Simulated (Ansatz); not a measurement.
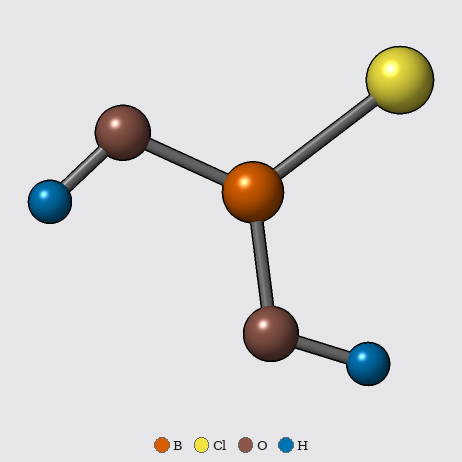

Harmonic vibrations computed with RKS PBE0-D4/def2-TZVP (Ansatz 0.2.0) at a stationary point of the same level.

> Minimum or transition state?

A minimum: no imaginary frequency, and the lowest mode lies at 337 cm⁻¹.

> How many vibrational modes are there, and where do they lie?

12 modes: 337, 395, 491, 545, 621, 654, 1000, 1015, 1295, 1476, 3872, 3903 cm⁻¹.
